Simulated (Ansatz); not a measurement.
Take Si in the diamond structure (space group Fd-3m, No. 227; a = 5.402 Å) as the base. Axes: x, y, z lie along the cube axes.

Perturbation: tensile biaxial strain of 1.00 % in the plane normal to [001], as in epitaxy on a mismatched substrate; the out-of-plane cell vector and the atoms relax.

Level of theory: LDA/PAW in Ansatz (an electronic-structure program), without spin-orbit coupling.

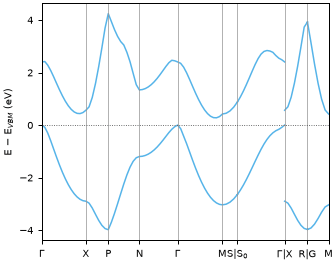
*Highest valence and lowest conduction band along the path of the changed cell's own zone*

### Question
From the figure, how large is the changed gap, and is it direct?

### Answer
About 0.3 eV, indirect, Γ → Γ–M (87 % along).

Whether these cells are dynamically stable was not tested. k-point labels follow each cell's own Brillouin zone.
